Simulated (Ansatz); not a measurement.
# CH5BN2 (SMILES B1NCN1): revPBE/def2-SVPD

Aim: the energy change on altering one bond length of CH5BN2 at revPBE/def2-SVPD, from 2 runs. 

The results are computed with Ansatz 0.2.0.

49 further runs of the same task are left out: 49 set aside as unsound or not needed. Runs told in other sessions of the task aren't counted.

### 1 The molecule

The species is CH5BN2 (9 atoms), meant as a singlet with charge 0. As SMILES, `B1NCN1`. The coordinates come from a PBE0-D4/def2-TZVP relaxation.

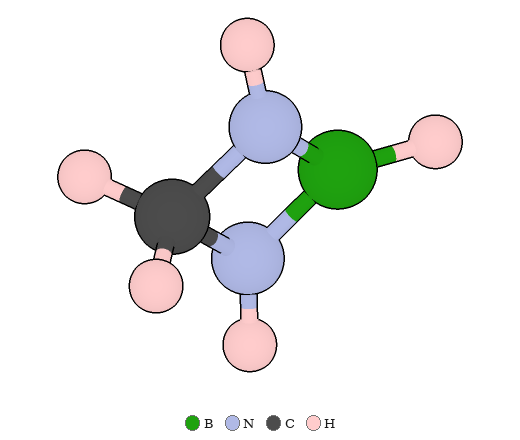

Viewed from a chosen angle; boron green, nitrogen light blue, carbon dark grey, hydrogen pink.

### 2 A single-point energy at revPBE/def2-SVPD

molecule.yaml reads:

```yaml
crystal:
  periodic: [false, false, false]
  atoms:
    - {symbol: B, position_ang: [-0.538100, 0.903800, -0.424200]}
    - {symbol: "N", position_ang: [0.763900, 0.350100, -0.630900]}
    - {symbol: C, position_ang: [0.430100, -0.702400, 0.322000]}
    - {symbol: "N", position_ang: [-0.891500, -0.116200, 0.513500]}
    - {symbol: H, position_ang: [-1.109600, 1.851900, -0.864600]}
    - {symbol: H, position_ang: [1.686500, 0.722000, -0.761500]}
    - {symbol: H, position_ang: [0.420000, -1.707100, -0.117100]}
    - {symbol: H, position_ang: [1.046900, -0.704100, 1.228600]}
    - {symbol: H, position_ang: [-1.719800, -0.644400, 0.717000]}
basis:
  gaussian:
    orbitals: def2-SVPD
hamiltonian:
  xc: {name: revPBE}
accuracy: high
output:
  orbitals: {seedname: orbitals}
```

The run is started by

```sh
$ ansatz run molecule.yaml --threads 1 --pin off --max-ram 3480MiB --events-out events.jsonl --progress --plain --runs-dir runs
```

The log of the run:

```text
Warning: RAYON_NUM_THREADS=1 ignored (pool sized by the plan → 1); use --threads N
Functional definition: revPBE
  name "revPBE"
  parameter kappa = 1.245
  parameter beta = 0.06672455060314922
  exchange = pbe_x(kappa = kappa, mu = beta*pi^2/3)
  correlation = pbe_c(beta = beta)
2517 factors; integrals over basis functions are off by at most 3.1e-9 eV
mean field evaluation 1: about -4761.2539 eV, gradient 6.6e1 eV
mean field evaluation 2: about -4730.2699 eV, gradient 1.3e2 eV
mean field evaluation 4: about -4770.8102 eV, gradient 4.5e0 eV
mean field evaluation 8: about -4770.8593 eV, gradient 1.1e-1 eV
mean field evaluation 16: about -4770.8593 eV, gradient 9.8e-7 eV
mean field -4770.85932709 eV, -175.3258464660 hartree, gradient 2.9e-8 eV, S^2 0.000000; 0 other end points of the search recorded, 0 dependent functions left out
reference -4770.85933226 eV, -175.3258466558 hartree; 15, 15 occupied and 105, 105 virtual orbitals, 2517 factors
Total energy: -4770.85933226 eV, -175.3258466558 hartree
```

Wall time 17 s (1 thread of Arm Neoverse N1, shared host); peak memory 0.36 GiB.

### 3 The distorted shape at the same level

job.yaml reads:

```yaml
crystal:
  periodic: [false, false, false]
  atoms:
    - {symbol: B, position_ang: [-0.530020, 1.707544, -0.072927]}
    - {symbol: "N", position_ang: [0.771980, 1.153844, -0.279627]}
    - {symbol: C, position_ang: [0.438180, 0.101344, 0.673273]}
    - {symbol: "N", position_ang: [-0.883420, 0.687544, 0.864773]}
    - {symbol: H, position_ang: [-1.101520, 2.655644, -0.513327]}
    - {symbol: H, position_ang: [1.694580, 1.525744, -0.410227]}
    - {symbol: H, position_ang: [0.420000, -1.707100, -0.117100]}
    - {symbol: H, position_ang: [1.054980, 0.099644, 1.579873]}
    - {symbol: H, position_ang: [-1.711720, 0.159344, 1.068273]}
basis:
  gaussian:
    orbitals: def2-SVPD
total_charge: 0
hamiltonian:
  xc: {name: revPBE}
accuracy: high
output: {orbitals: {seedname: orbitals}}
```

The run is started by

```sh
$ ansatz run job.yaml --threads 1 --pin off --max-ram 3480MiB --events-out events.jsonl --progress --plain --runs-dir runs
```

The log of the run:

```text
Warning: RAYON_NUM_THREADS=1 ignored (pool sized by the plan → 1); use --threads N
Functional definition: revPBE
  name "revPBE"
  parameter kappa = 1.245
  parameter beta = 0.06672455060314922
  exchange = pbe_x(kappa = kappa, mu = beta*pi^2/3)
  correlation = pbe_c(beta = beta)
2539 factors; integrals over basis functions are off by at most 3.0e-9 eV
mean field evaluation 1: about -4756.7522 eV, gradient 6.9e1 eV
mean field evaluation 2: about -4693.4964 eV, gradient 1.5e2 eV
mean field evaluation 4: about -4766.1047 eV, gradient 2.5e1 eV
mean field evaluation 8: about -4768.0582 eV, gradient 3.0e-1 eV
mean field evaluation 16: about -4768.0532 eV, gradient 1.5e-5 eV
mean field -4768.05319645 eV, -175.2227230670 hartree, gradient 5.1e-8 eV, S^2 0.000000; 0 other end points of the search recorded, 0 dependent functions left out
reference -4768.05320205 eV, -175.2227232729 hartree; 15, 15 occupied and 105, 105 virtual orbitals, 2539 factors
Total energy: -4768.05320205 eV, -175.2227232729 hartree
```

Wall time 16 s (1 thread of Arm Neoverse N1, shared host); peak memory 0.37 GiB.

### 4 Summary of results

At revPBE/def2-SVPD:

| quantity | value |
| --- | --- |
| first shape: total energy | -175.32585 Eh |
| first shape: HOMO energy | -5.63 eV |
| first shape: LUMO energy | 0.09 eV |
| first shape: HOMO–LUMO gap | 5.73 eV |
| distorted shape: total energy | -175.22272 Eh |
| distorted shape: HOMO energy | -5.93 eV |
| distorted shape: LUMO energy | -2.44 eV |
| distorted shape: HOMO–LUMO gap | 3.49 eV |
| energy change with the C3–H7 bond stretched from 1.097 to 1.974 Å | 2.806 eV |

What this shows: With the C3–H7 bond stretched from 1.097 to 1.974 Å the energy rises by 2.81 eV (65 kcal/mol). The first shape isn't relaxed at this level, so the change isn't measured from a minimum. A restricted reference can't describe the breaking bond well at this length.
